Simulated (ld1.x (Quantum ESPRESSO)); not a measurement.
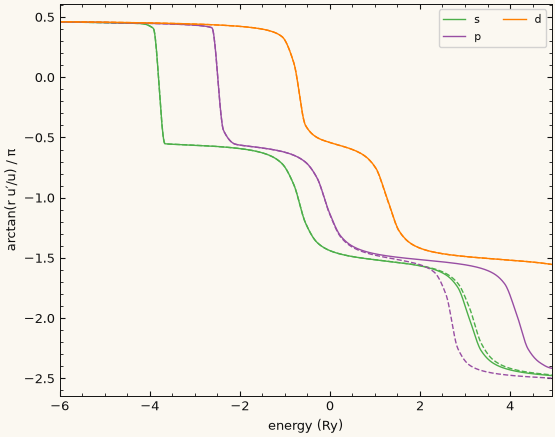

Unwrapped phase arctan(r u′/u) in units of π against energy, all-electron (solid) and pseudo (dashed); the pseudo phase is matched to the all-electron one at the reference energy. Here u = r R(r). A near-vertical step is a level narrower than the spacing of the points behind the curves.

Sm (Z = 62), PAW, made with ld1.x (Quantum ESPRESSO) 7.5 (revPBE, scalar-relativistic). Core [Kr] 4d10 4f5, reference 5s2 5p6 5d1 6s1 6p0 (charge +1). Waves: 5s (bound): rcut 1.80, rcutus 2.30 bohr; 6s (bound): rcut 1.80, rcutus 2.30 bohr; 5p (bound): rcut 2.85, rcutus 3.20 bohr; 6p (bound, empty): rcut 2.85, rcutus 3.20 bohr; 5d (bound): rcut 1.55, rcutus 2.15 bohr; 5d channel at 4.25 Ry: rcut 1.55, rcutus 2.15 bohr. Local part: all-electron potential smoothed inside 2.55 bohr (lloc = -1). Core correction: a·sin(br)/r model core inside 1.30 bohr. Augmentation charge: PSQ, inside the norm-conserving radii.

Q: Counted from its reference energy, which channel leaves the all-electron phase first?

A: The p channel: its phase error passes 0.05 rad 1.8 Ry above its reference energy, against 3.3 Ry for s.

Q: Give the range of good agreement (0.05 rad in phase) for each channel.

A: s: up to about 2.7 Ry; p: up to about 1.3 Ry; d: over the whole range drawn.

Q: Is there a sign of a ghost state?

A: Going away from the reference energies, the phases part by more than π/2 in: p at about 2.7 Ry (above its reference energy, pseudo phase lower). Such a step is either a state that only one of the two atoms has or an ordinary level shifted in energy. The separate test gives: no ghost state below the valence levels in the s, p, d, f channels.
